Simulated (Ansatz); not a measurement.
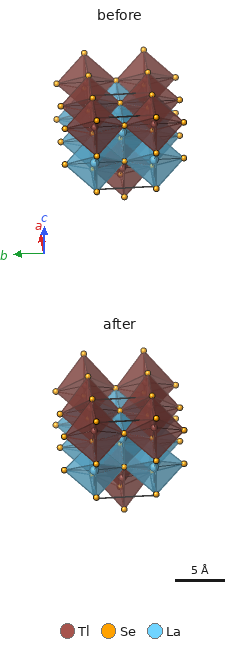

The structure of crystalline LaTlSe$_{2}$ (a generated structure, set up in Pmmn) before (top) and after (bottom) a relaxation, at one scale.

Style: polyhedral. Shown: the cell of the calculation, repeated 2 × 1 × 1 with one cell outlined, from a free direction.

These are results of Ansatz 0.2.0, DFT, PBEsol, plane waves, PAW, not measurements.

Input file:
```yaml
crystal:
  lattice:
    - [4.3170325631, 0.0, 0.0]
    - [0.0, 6.105206, 0.0]
    - [0.0, 0.0, 8.6340651263]
  atoms:
    - { symbol: Tl, position: [0.0, 0.0, 0.875] }
    - { symbol: Se, position: [0.0, 0.5, 0.875] }
    - { symbol: Tl, position: [0.5, 0.5, 0.125] }
    - { symbol: Se, position: [0.5, 0.0, 0.125] }
    - { symbol: La, position: [0.0, 0.0, 0.375] }
    - { symbol: Se, position: [0.0, 0.5, 0.375] }
    - { symbol: La, position: [0.5, 0.5, 0.625] }
    - { symbol: Se, position: [0.5, 0.0, 0.625] }
kpoints:
  mp_grid: { grid: [6, 4, 4] }
hamiltonian:
  xc: pbesol
scf:
  occupations: { method: fermi_dirac, width: 0.03 }
relax:
  f_tol: 0.01
  cell: {}
  max_steps: 120
```

Launched with:
```bash
ansatz run input.yaml --threads 4 --pin off --max-ram 4608MiB --backend cpu --events-out ev --progress --plain --runs-dir out
```

What changed between the two?

Answer. The largest moves relative to the cell, 0.35 Å, are those of Se2 and Se4. Se4 goes along +c. Largest moves by element: Se 0.35 Å, Tl 0.17 Å, La 0.02 Å. The drawn cell changes as follows: a 4.317 → 4.332 Å (+0.3 %), b 6.105 → 6.158 Å (+0.9 %), c 8.634 → 9.192 Å (+6.5 %); the volume changes by +7.7 %. Among the contacts that change: Tl1–Se8 3.053 → 3.432 Å, Se2–Tl3 3.053 → 3.286 Å, Se2–La7 3.053 → 2.903 Å, Tl1–Se2 3.053 → 3.122 Å. Bond angles that change, for instance: Se4–Tl3–Se4 180.0° → 160.9°, Tl3–Se4–Tl3 180.0° → 160.9°, Se6–La5–Se6 180.0° → 172.2°. The space group stays Pmmn (No. 59). The energy falls by 100 meV per atom in 6 accepted moves (7 points after the start). The largest force component goes from 1.4 to 0.0024 eV/Å. The pressure goes from 1.66 to 0.00 GPa. At 1 point the geometry stayed and the basis and grid were re-selected for the new cell (energy shift of 0.2 meV per atom at most each time). Cost: 25 s on 4 threads of AMD EPYC 9R45 96-Core Processor (Zen 5), with other jobs on the host, peak memory 1.1 GiB.
